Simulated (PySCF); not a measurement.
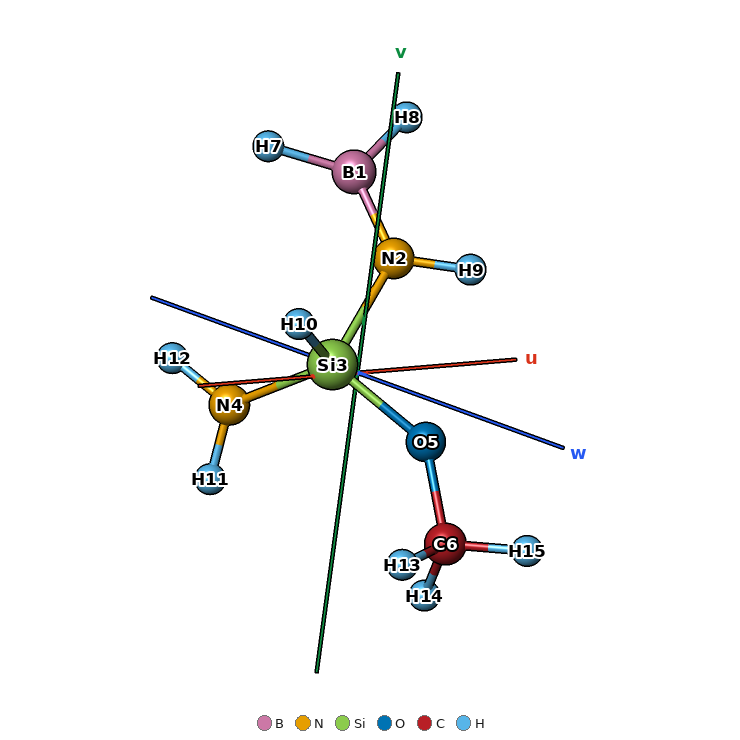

The lines u, v and w are the principal axes of the g tensor. The species has charge +1 and is a spin doublet. Computed geometry: GFN2-xTB optimisation. No frequency run is at hand to confirm it as a minimum. Properties computed with UKS B3LYP, pcH-1 on B C H N O Si, non-relativistic, mean-field spin-orbit, GIAO (PySCF 2.14.0).

Along which axis does g lie farthest from the free-electron value?

Answer. Along v: the shift is 2562 ppm.

Give the principal values and shifts.

```
axis        g  shift (ppm)
   u  2.00210         −215
   v  2.00488         2562
   w  2.00403         1713
```

The geometry is semi-empirical. Around B, Si such bond lengths and angles can be off by a tenth of an ångström or more and by several degrees, and values that hang on the shape move with them.
